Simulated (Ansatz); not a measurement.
Consider LiPdF3.

The calculation's input:

```
crystal:
  lattice:
    - [5.29276656, 0.0, 0.0]
    - [-2.64638328, 4.5836703, 0.0]
    - [0.0, 0.0, 4.71496534]
  atoms:
    - { symbol: Li, position: [0.66666667, 0.33333333, 0.25] }
    - { symbol: Li, position: [0.33333333, 0.66666667, 0.75] }
    - { symbol: Pd, position: [0.0, 0.0, 0.5] }
    - { symbol: Pd, position: [0.0, 0.0, 0.0] }
    - { symbol: F, position: [0.3257619, 0.16288095, 0.75] }
    - { symbol: F, position: [0.6742381, 0.83711905, 0.25] }
    - { symbol: F, position: [0.83711905, 0.16288095, 0.75] }
    - { symbol: F, position: [0.16288095, 0.83711905, 0.25] }
    - { symbol: F, position: [0.83711905, 0.6742381, 0.75] }
    - { symbol: F, position: [0.16288095, 0.3257619, 0.25] }
kpoints:
  mp_grid: { grid: [6, 6, 6] }
hamiltonian:
  xc: pbesol
scf:
  occupations: { method: fermi_dirac, width: 0.03 }
relax:
  f_tol: 0.01
  cell: {}
  max_steps: 120
output:
  write_density: true
  write_potential: true
  elf: true
  volumetric_format: npy
```

Launched as:

```sh
ansatz run input.yaml --threads 4 --pin off --max-ram 4608MiB --backend cpu --events-out ev --progress --plain --runs-dir out
```

Below, planes, directions and counts refer to the conventional cell (a = 5.03 Å, b = 5.03 Å, c = 6.41 Å, α = 90.00°, β = 90.00°, γ = 120.00°).

The fields are those of the run's last geometry, not of the input's.

Space group P6₃/mmc; a structure from a database of computed crystals, not necessarily the ambient phase; started from the KVCl3-194 prototype, which need not be the ambient phase.

Method: Ansatz, DFT, PBEsol, plane waves, PAW.

Q: What can the converged valence pseudo-density and electron localisation function tell about the bonding?

A: Pd–F (2.14 Å): ρ is about 0.53 e/Å³ halfway; the ELF peaks at about 0.80 in the valence shell of F, 0.6 Å from its nucleus, and drops to about 0.10 between the two atoms; no shared electron pair shows on this line.

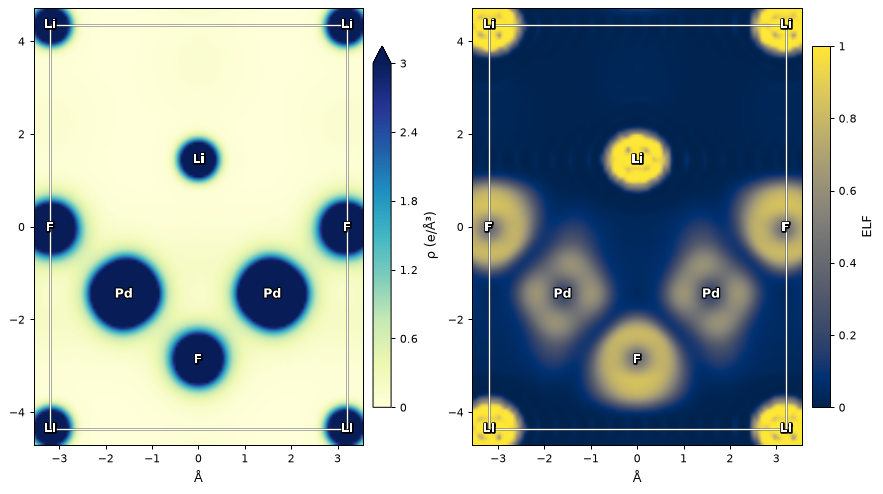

Computed valence pseudo-density and electron localisation function on the (110) plane of the conventional cell, in this order. 
